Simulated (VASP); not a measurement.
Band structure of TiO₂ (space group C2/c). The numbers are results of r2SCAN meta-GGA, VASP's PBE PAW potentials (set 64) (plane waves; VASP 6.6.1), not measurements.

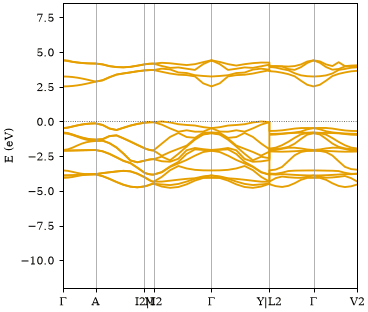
Bands along high-symmetry lines, zero at the valence-band maximum or, without a gap, the Fermi level

### Question
Read the plot: is there a gap, and where are the band edges?

### Answer
The gap is indirect, 2.53 eV, from the valence maximum at Γ-Y at 0.86 to the conduction minimum at Γ.

The structure comes from a computed database's TiO2 entry (C2/c); how it stands against other phases isn't given here. It was relaxed first.
